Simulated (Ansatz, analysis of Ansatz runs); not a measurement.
# A hop of Be in Be3N2 (P6_3/mmc), charge 0, part 2 of 5

Aim: the barrier of one jump in Be3N2 (P6_3/mmc) at charge 0: V_Be hop (2.3 Å). The model is a cell of 120 host atoms with 1 Be taken out; Be is the atom that moves.

Ansatz 0.2.0; plane-wave PAW DFT, PBEsol; nudged elastic band between two relaxed defect structures.

So far: Starting point; Relaxation of the start point, charge 0.

## (2) Relaxation of the start point, charge 0 (continued)

Level of this step: plane-wave PAW DFT, PBEsol; relaxation of all atoms of a defect supercell (Ansatz).

Relaxation path:

| step | energy less that of the first step (eV) | largest force component (eV/Å) |
| --- | --- | --- |
| 1 | 0.0000 | 1.7586 |
| 2 | -1.4145 | 0.9386 |
| 3 | -2.2223 | 0.4883 |
| 4 | -1.6634 | 2.5012 |
| 5 | -2.3089 | 0.1459 |
| 6 | -2.3876 | 0.1856 |
| 7 | -2.3956 | 0.3629 |
| 8 | -2.2605 | 1.7420 |
| 9 | -2.4285 | 0.1327 |
| 10 | -2.4299 | 0.1450 |
| 11 | -2.4210 | 0.2665 |
| 12 | -2.4320 | 0.0139 |

Relaxation steps 4, 8, 11 were tried and not accepted.

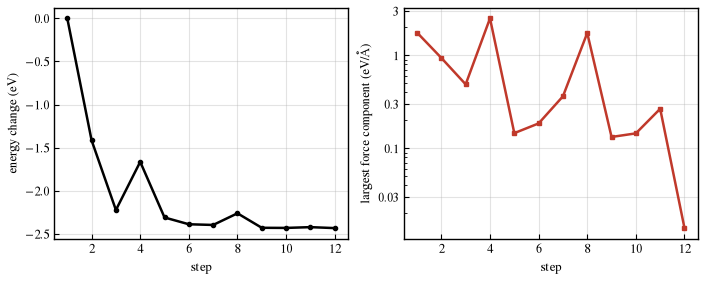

Energy and largest force along the relaxation.

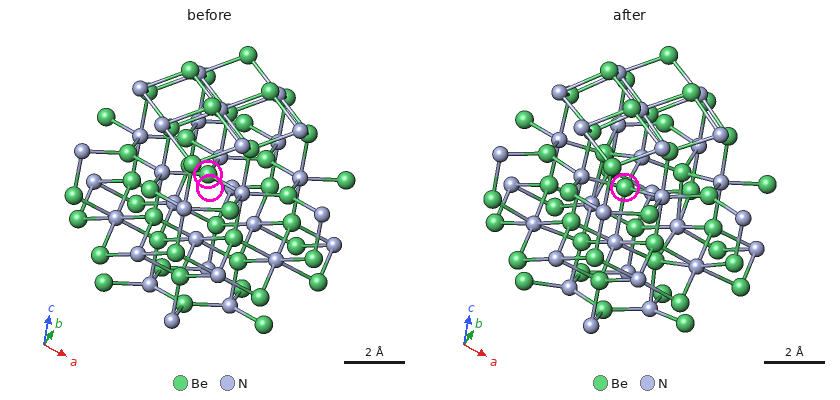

Before and after: the atoms that start within 5 Å of the centre. Be105, which moves most, is ringed if it is among them. A ring with no atom in it marks the middle of the ideal hop.

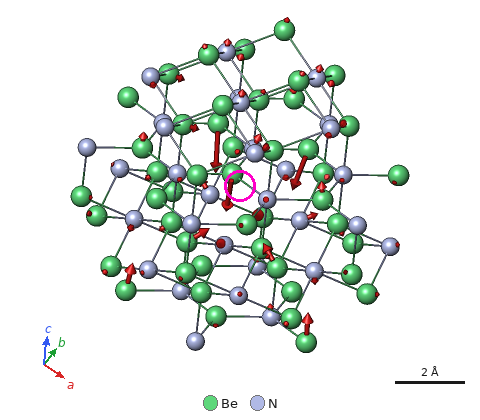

Displacements in the relaxation from the typed sites near the centre, exaggerated, the mean shift taken out; the longest in the cell stands for 0.43 Å. A ring marks the middle of the ideal hop wherever no atom is near it.

The atoms that moved most (Å, from the sites as typed, ahead of the random displacement, the mean shift of all atoms taken out):

| atom | dx | dy | dz | length |
| --- | --- | --- | --- | --- |
| Be105 | -0.102 | 0.004 | -0.416 | 0.429 |
| Be48 | 0.102 | 0.004 | -0.408 | 0.421 |
| Be106 | 0.000 | -0.092 | -0.381 | 0.392 |
| Be104 | -0.023 | -0.006 | 0.238 | 0.239 |
| Be73 | 0.023 | -0.006 | 0.231 | 0.232 |
| Be14 | 0.000 | 0.026 | 0.229 | 0.230 |
| Be100 | -0.144 | -0.086 | 0.112 | 0.201 |
| Be99 | 0.143 | -0.083 | 0.113 | 0.201 |

Neighbours of Be105 at the end:

| atom | distance (Å) |
| --- | --- |
| N117 | 1.652 |
| N30 | 1.673 |
| N118 | 1.737 |
| N111 | 1.954 |
| Be6 | 2.131 |
| Be94 | 2.173 |
| Be9 | 2.573 |
| Be48 | 2.634 |
| Be96 | 2.636 |
| Be97 | 2.638 |

Read from the output:

```
free energy                                                                                       : -24711.4221 eV
r.m.s. move of the farther half of the atoms                                                      : 0.06083 Å
largest move from the ideal geometry of this structure, a common shift of the far atoms taken out : 0.4406 Å
```

The relaxation gained 2.432 eV and ended with a largest force component of 0.014 eV/Å.

## (3) Relaxation of the end point, charge 0

The end point is relaxed in the same cell and settings, so that the two energies compare. Atoms more than 3.2 Å from the middle of the hop start where the first relaxation left them, the nearer ones on or close to their ideal places, with small random displacements.

Contents of q0.end/input.yaml:

```yaml
crystal:
  lattice:
    - [8.51188336, 4.91433815, 0.0]
    - [-8.51188336, 4.91433815, 0.0]
    - [0.0, 0.0, 9.71005664]
  atoms:
    - { symbol: Be, position: [0.00563647, 0.33592013, 0.07591439] }
    - { symbol: Be, position: [0.17006297, 0.17245432, 0.07595383] }
    - { symbol: Be, position: [0.33650056, -0.0029522, 0.07642193] }
    - { symbol: Be, position: [0.00300514, 0.169888, 0.57641891] }
    - { symbol: Be, position: [0.16781885, 0.00011295, 0.57881074] }
    - { symbol: Be, position: [0.33333333, 0.33333333, 0.57824696] }
    - { symbol: Be, position: [-0.001279, 0.16489169, 0.92096995] }
    - { symbol: Be, position: [0.16641194, -0.00069674, 0.9231941] }
    - { symbol: Be, position: [0.34213934, 0.34274525, 0.91704352] }
    - { symbol: Be, position: [-0.00537192, 0.33236363, 0.41940115] }
    - { symbol: Be, position: [0.16521795, 0.16085609, 0.4194121] }
    - { symbol: Be, position: [0.32867684, -0.00130683, 0.41988481] }
    - { symbol: Be, position: [0.0015963, 0.0015658, 0.24251806] }
    - { symbol: Be, position: [0.16924316, 0.3357178, 0.27234048] }
    - { symbol: Be, position: [0.33393266, 0.16602608, 0.24747782] }
    - { symbol: Be, position: [-0.00130781, -0.00108972, 0.74584144] }
    - { symbol: Be, position: [0.16666667, 0.33333333, 0.75] }
    - { symbol: Be, position: [0.33239402, 0.16658964, 0.75112077] }
    - { symbol: "N", position: [-0.00024332, 0.00033072, 0.00021741] }
    - { symbol: "N", position: [0.16897884, 0.33547857, -0.00796745] }
    - { symbol: "N", position: [0.33457352, 0.16730572, -0.00204761] }
    - { symbol: "N", position: [0.00357672, 0.00151312, 0.50072076] }
    - { symbol: "N", position: [0.16489418, 0.33138377, 0.49116163] }
    - { symbol: "N", position: [0.33184551, 0.16297906, 0.49853506] }
    - { symbol: "N", position: [0.00109267, 0.33434321, 0.2479038] }
    - { symbol: "N", position: [0.16783263, 0.16757503, 0.2479064] }
    - { symbol: "N", position: [0.33334004, -0.00164799, 0.24833305] }
    - { symbol: "N", position: [0.00040519, 0.16691724, 0.74868981] }
    - { symbol: "N", position: [0.16725403, -0.00094279, 0.75079625] }
    - { symbol: "N", position: [0.33333333, 0.33333333, 0.75] }
    - { symbol: Be, position: [-0.00653136, 0.82932767, 0.07661015] }
    - { symbol: Be, position: [0.16589819, 0.66583068, 0.07880993] }
    - { symbol: Be, position: [0.33065056, 0.49752402, 0.08194021] }
    - { symbol: Be, position: [-0.00305957, 0.66622446, 0.57633456] }
    - { symbol: Be, position: [0.16666667, 0.5, 0.57824696] }
    - { symbol: Be, position: [0.33472655, 0.83646803, 0.57373345] }
    - { symbol: Be, position: [0.00201667, 0.66668203, 0.92103401] }
    - { symbol: Be, position: [0.17562129, 0.50853836, 0.91701031] }
    - { symbol: Be, position: [0.33391107, 0.82503491, 0.9184679] }
    - { symbol: Be, position: [0.00407958, 0.8377313, 0.42006892] }
    - { symbol: Be, position: [0.16504523, 0.66617112, 0.42207914] }
    - { symbol: Be, position: [0.33333333, 0.5, 0.42175304] }
    - { symbol: Be, position: [-0.0004808, 0.50044267, 0.24536498] }
    - { symbol: Be, position: [0.1659522, 0.83329655, 0.24412281] }
    - { symbol: Be, position: [0.33305224, 0.66687584, 0.24666419] }
    - { symbol: Be, position: [-3.943e-05, 0.49884962, 0.74853034] }
    - { symbol: Be, position: [0.16640821, 0.83083222, 0.74731989] }
    - { symbol: Be, position: [0.33333333, 0.66666667, 0.75] }
    - { symbol: "N", position: [0.00080131, 0.50107411, -0.00104445] }
    - { symbol: "N", position: [0.16655389, 0.8321414, -0.00035606] }
    - { symbol: "N", position: [0.33308427, 0.66662283, 0.00707029] }
    - { symbol: "N", position: [-0.00352119, 0.49832878, 0.49942826] }
    - { symbol: "N", position: [0.16525334, 0.83427267, 0.50076567] }
    - { symbol: "N", position: [0.33333333, 0.66666667, 0.5] }
    - { symbol: "N", position: [-0.00150297, 0.83296397, 0.24854215] }
    - { symbol: "N", position: [0.16493403, 0.66640601, 0.25015205] }
    - { symbol: "N", position: [0.33444047, 0.50092342, 0.25508493] }
    - { symbol: "N", position: [-0.00065813, 0.66623213, 0.7486632] }
    - { symbol: "N", position: [0.16666667, 0.5, 0.75] }
    - { symbol: "N", position: [0.33561019, 0.83078654, 0.74619523] }
    - { symbol: Be, position: [0.49887759, 0.33166823, 0.07869216] }
    - { symbol: Be, position: [0.66328469, 0.16001516, 0.07662712] }
    - { symbol: Be, position: [0.83284955, -0.00023521, 0.07885691] }
    - { symbol: Be, position: [0.49935259, 0.16363166, 0.57635623] }
    - { symbol: Be, position: [0.66756106, 0.0037307, 0.57331254] }
    - { symbol: Be, position: [0.83320234, 0.33356538, 0.57880115] }
    - { symbol: Be, position: [0.50058401, 0.16812707, 0.92101459] }
    - { symbol: Be, position: [0.66733258, -0.00731316, 0.91815264] }
    - { symbol: Be, position: [0.83319825, 0.33351858, 0.92318708] }
    - { symbol: Be, position: [0.50002062, 0.33206802, 0.42202489] }
    - { symbol: Be, position: [0.67073169, 0.17037321, 0.4201126] }
    - { symbol: Be, position: [0.83443797, 0.00067552, 0.42176889] }
    - { symbol: Be, position: [0.50061219, -0.00225264, 0.2725237] }
    - { symbol: Be, position: [0.66679248, 0.33246376, 0.24389537] }
    - { symbol: Be, position: [0.83508199, 0.16808213, 0.24456713] }
    - { symbol: Be, position: [0.49948632, -0.00295216, 0.75877412] }
    - { symbol: Be, position: [0.66426773, 0.33289403, 0.747321] }
    - { symbol: Be, position: [0.83238055, 0.16513726, 0.748128] }
    - { symbol: "N", position: [0.50027345, -0.00205778, -0.00703257] }
    - { symbol: "N", position: [0.66564057, 0.33302331, -0.00030071] }
    - { symbol: "N", position: [0.83382578, 0.16624949, -0.0006914] }
    - { symbol: "N", position: [0.50009278, 0.00112634, 0.49210645] }
    - { symbol: "N", position: [0.66777661, 0.3317469, 0.50079828] }
    - { symbol: "N", position: [0.83503212, 0.17008234, 0.49989281] }
    - { symbol: "N", position: [0.49989097, 0.33145403, 0.25005699] }
    - { symbol: "N", position: [0.66649567, 0.16502221, 0.24856079] }
    - { symbol: "N", position: [0.83507588, 0.00157747, 0.25005469] }
    - { symbol: "N", position: [0.49971873, 0.16578961, 0.74865237] }
    - { symbol: "N", position: [0.66715243, -0.00092981, 0.74577624] }
    - { symbol: "N", position: [0.83254581, 0.33370157, 0.75079544] }
    - { symbol: Be, position: [0.50013172, 0.83474171, 0.08241523] }
    - { symbol: Be, position: [0.66856705, 0.66699575, 0.08223542] }
    - { symbol: Be, position: [0.83035115, 0.50311986, 0.0764449] }
    - { symbol: Be, position: [0.66666667, 0.5, 0.57824696] }
    - { symbol: Be, position: [0.83333333, 0.83333333, 0.57824696] }
    - { symbol: Be, position: [0.5, 0.66666667, 0.92175304] }
    - { symbol: Be, position: [0.6582099, 0.50014219, 0.91857176] }
    - { symbol: Be, position: [0.8266229, 0.83458615, 0.91818327] }
    - { symbol: Be, position: [0.49984152, 0.8161875, 0.43217966] }
    - { symbol: Be, position: [0.66666667, 0.66666667, 0.42175304] }
    - { symbol: Be, position: [0.83250504, 0.49499685, 0.41984148] }
    - { symbol: Be, position: [0.5003679, 0.49955702, 0.24498288] }
    - { symbol: Be, position: [0.66846808, 0.83495495, 0.24724742] }
    - { symbol: Be, position: [0.8312536, 0.66709928, 0.27330903] }
    - { symbol: Be, position: [0.5, 0.666667, 0.578486] }
    - { symbol: Be, position: [0.66666667, 0.83333333, 0.75] }
    - { symbol: Be, position: [0.83333333, 0.66666667, 0.75] }
    - { symbol: "N", position: [0.50010419, 0.49964483, 0.00747837] }
    - { symbol: "N", position: [0.66797069, 0.83451702, 0.00759899] }
    - { symbol: "N", position: [0.83149571, 0.66677397, -0.00754958] }
    - { symbol: "N", position: [0.5, 0.5, 0.5] }
    - { symbol: "N", position: [0.66666667, 0.83333333, 0.5] }
    - { symbol: "N", position: [0.83464619, 0.66659077, 0.49165828] }
    - { symbol: "N", position: [0.4998264, 0.83117767, 0.25535507] }
    - { symbol: "N", position: [0.66465966, 0.66629533, 0.2552269] }
    - { symbol: "N", position: [0.83185268, 0.49984706, 0.24832659] }
    - { symbol: "N", position: [0.5, 0.66666667, 0.75] }
    - { symbol: "N", position: [0.66666667, 0.5, 0.75] }
    - { symbol: "N", position: [0.83333333, 0.83333333, 0.75] }
basis:
  ecutwfc: 420
  xc_grid: 2
hamiltonian:
  xc: pbesol
kpoints:
  mp_grid: { grid: [1, 1, 1], shift: [0.25, 0.25, 0.25] }
scf:
  occupations: { method: fermi_dirac, width: 0.01 }
  max_iter: 150
output:
  forces: true
relax:
  f_tol: 0.02
  max_steps: 70
  random_displacement: { amplitude: 0.01, seed: 5954 }
```

The run is started by

```bash
$ ansatz run input.yaml --threads 4 --pin off --max-ram 14131MiB --backend cpu --events-out ev --progress --plain --runs-dir out
```

Numbers of over 12 decimals in the logs are rounded to 6 here.

Output:

```text
[...]
Crystal: 119 atoms, lattice volume = 812.349 Å³
Basis set: ecut = 420 eV, 15933 PW (Γ), exchange–correlation on 144×144×144 points (8 copies of the dense FFT grid, shifted against one another)
Bands: 310, of which v1, the nominal top of the filled ones, is band 191 counted from 1 (190 counted from 0)
Symmetry: 1 space group operations
k-points: 1
[...]
SCF iter   1: F=—  HF=-24709.462234 eV  |F-HF|=—  |Δ(HF+E_count)|=         —  Δρ=1.55e-2  dr2=3.01e0  ethr=1.77e-3  ⟨swp⟩=7.0  Hψ=1757  notcnv=0  defer=88
[...]
SCF iter  15: F=-24708.891638 eV  HF=-24708.891642 eV  |F-HF|=4.06e-6  |Δ(HF+E_count)|=   5.56e-7  Δρ=1.71e-5  dr2=4.41e-6  ethr=2.62e-9  ⟨swp⟩=2.0  Hψ=659  notcnv=0
SCF 1 converged in 15 iterations: F = -24708.891638 eV  dr2 = 4.41e-6
[...]
--- Relaxed structure (9 steps of the walk, 9 accepted, 0 SCFs on fresh bases) ---
  F+E_penalty+E_count = -24710.00950390 eV   max|allowed force component| = 9.169e-3 eV/Å
  atoms:
    - { symbol: Be, position: [-0.003881, 0.332091, 0.078046] }
    - { symbol: Be, position: [0.171016, 0.167467, 0.076917] }
    [... 3 atoms left out ...]
    - { symbol: Be, position: [0.343076, 0.338740, 0.582584] }
    [... 23 atoms left out ...]
    - { symbol: N, position: [0.327032, 0.326830, 0.749604] }
    [... 17 atoms left out ...]
    - { symbol: Be, position: [0.330422, 0.662144, 0.764288] }
    [... 45 atoms left out ...]
    - { symbol: Be, position: [0.661899, 0.504631, 0.581607] }
    [... 1 atom left out ...]
    - { symbol: Be, position: [0.504962, 0.661714, 0.917486] }
    [... 8 atoms left out ...]
    - { symbol: Be, position: [0.495172, 0.656755, 0.581688] }
    - { symbol: Be, position: [0.668908, 0.832344, 0.735117] }
    [... 4 atoms left out ...]
    - { symbol: N, position: [0.500145, 0.499956, 0.496997] }
    [... 5 atoms left out ...]
    - { symbol: N, position: [0.500814, 0.672917, 0.749567] }
    - { symbol: N, position: [0.673232, 0.500587, 0.749500] }
    [... 1 atom left out ...]
[key lines of the parts left out:]
SCF converged after 6 iterations
Free energy (F): -24710.009504 eV
Fermi energy:    7.963573 eV
```

Elapsed: 1.7 min, on 4 threads of Arm Neoverse V2, shared host; peak memory 1.6 GiB.

The steps of the relaxation:

| step | energy less that of the first step (eV) | largest force component (eV/Å) |
| --- | --- | --- |
| 1 | 0.0000 | 1.6852 |
| 2 | -0.7321 | 0.8596 |
| 3 | -1.0954 | 0.1051 |
| 4 | -1.1067 | 0.2041 |
| 5 | -1.1139 | 0.0844 |
| 6 | -1.1163 | 0.0879 |
| 7 | -1.1171 | 0.0721 |
| 8 | -1.1179 | 0.0092 |
| 9 | -1.1179 | 0.0092 |

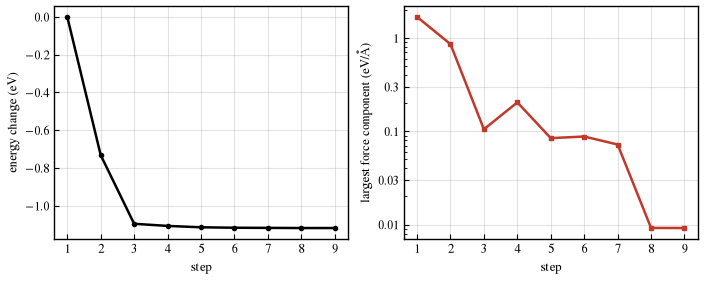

Energy and largest force along the relaxation.

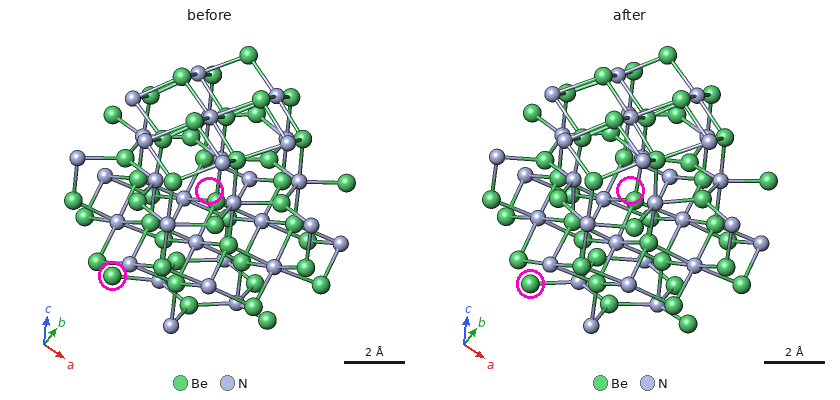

Before and after: the atoms that start within 5 Å of the centre. Be14, which moves most, is ringed if it is among them. A ring with no atom in it marks the middle of the ideal hop.

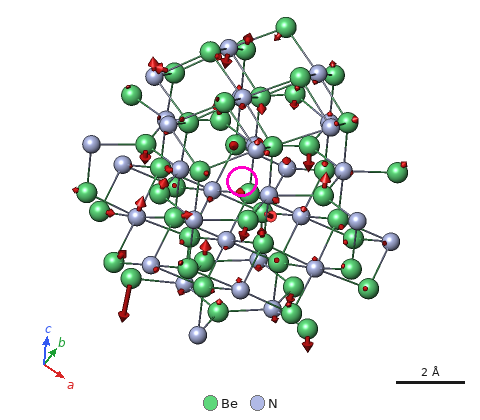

Displacements in the relaxation from the typed sites near the centre, exaggerated; the longest in the cell stands for 0.33 Å. A ring marks the middle of the ideal hop wherever no atom is near it.

The atoms that moved most (Å, from the sites as typed, ahead of the random displacement):

| atom | dx | dy | dz | length |
| --- | --- | --- | --- | --- |
| Be14 | -0.004 | -0.025 | -0.325 | 0.326 |
| Be73 | -0.012 | 0.002 | -0.213 | 0.213 |
| Be99 | -0.104 | 0.097 | -0.099 | 0.173 |
| Be106 | 0.028 | 0.006 | -0.144 | 0.147 |
| Be48 | 0.014 | -0.037 | 0.139 | 0.145 |
| Be75 | -0.001 | -0.016 | 0.143 | 0.144 |
| Be38 | 0.013 | -0.126 | 0.051 | 0.137 |
| Be45 | 0.006 | -0.004 | 0.134 | 0.135 |

Neighbours of Be105 at the end:

| atom | distance (Å) |
| --- | --- |
| N117 | 1.636 |
| N111 | 1.769 |
| N54 | 1.843 |
| N112 | 1.873 |
| Be42 | 2.235 |
| Be100 | 2.247 |
| Be106 | 2.273 |
| Be99 | 2.290 |

This step gave:

```
free energy                                                                                       : -24710.0095 eV
smearing term TS                                                                                  : 0.02657 eV
r.m.s. move of the farther half of the atoms                                                      : 0.04760 Å
largest move from the ideal geometry of this structure, a common shift of the far atoms taken out : 0.1491 Å
```

The relaxation gained 1.118 eV and ended with a largest force component of 0.0092 eV/Å. The end lies 1.413 eV above the start.

(Continued in part 3 of 5.)

[Logs are printed without paths, hosts, clocks, repeated set-up lines and the standing remarks that a program may print on its own settings, such as how far it seeks lower states.]

[Hosts, paths, dates, database ids (printed as entryN), source tags and the programs' standing remarks are cut or masked in the printed files.]
